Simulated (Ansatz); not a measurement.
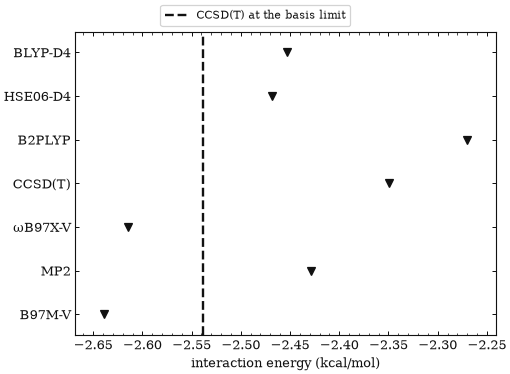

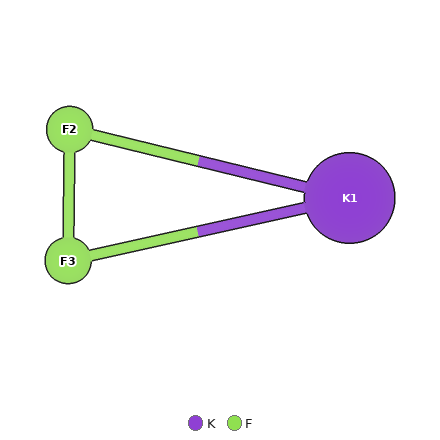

Counterpoise interaction energy of the pair K⁺ and F₂ at one optimised PBE0-D4 geometry, drawn, with the closest contact K1···F2 3.04 Å and its like (H···H pairs aside; other arrangements can bind more strongly; the cost of deforming the partners isn't counted), def2-TZVPPD, the Ansatz code; cores frozen in correlated methods. The outer core of Li, Na, Mg and K is correlated. The line takes HF and MP2 limits from def2-TZVPPD and QZVPPD, and the coupled-cluster step in TZVPPD. B2PLYP holds a correlation term that converges slowly with the basis, so part of the distance to the limit is basis error. No dispersion term is added to B2PLYP. The distance of CCSD(T) and MP2 to the limit includes basis error.

Which level comes closest to the line (CCSD(T) at the basis limit), and which misses most?

Closest HSE06-D4 (−2.47 kcal/mol), against −2.54 kcal/mol; farthest B2PLYP (−2.27 kcal/mol).

Give the values.

```csv
level,kcal/mol,less CCSD(T) at the basis limit
BLYP-D4,−2.45,0.09
HSE06-D4,−2.47,0.07
B2PLYP,−2.27,0.27
CCSD(T),−2.35,0.19
ωB97X-V,−2.61,−0.08
MP2,−2.43,0.11
B97M-V,−2.64,−0.10
CCSD(T) at the basis limit,−2.54,0.00
```

Limits of at least one run: a fragment: restricted reference unstable towards unrestricted; restricted reference unstable towards unrestricted.
